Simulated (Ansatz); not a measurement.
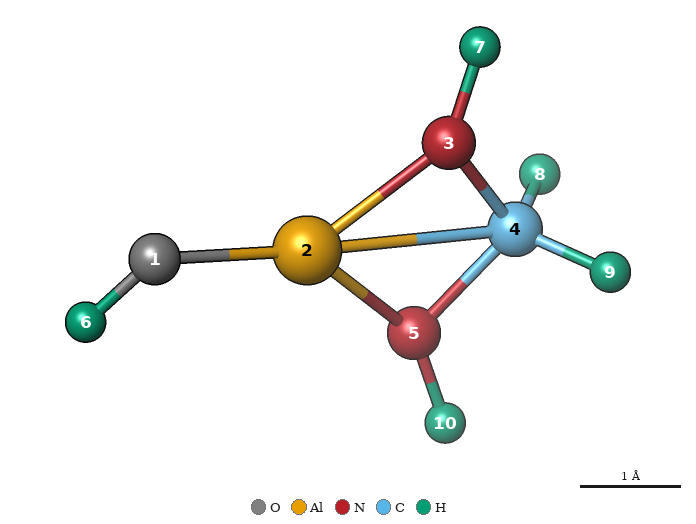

Orthographic view. Depth is shown by fading: the farther an atom, the more it takes the colour of the background. Computed geometry: PBE-D4/def2-SVP optimisation. No frequency run is at hand to confirm it as a minimum.

Write the connection table.

O1: Al2, H6
Al2: O1, N3, C4, N5
N3: Al2, C4, H7
C4: Al2, N3, N5, H8, H9
N5: Al2, C4, H10
H6: O1
H7: N3
H8: C4
H9: C4
H10: N5
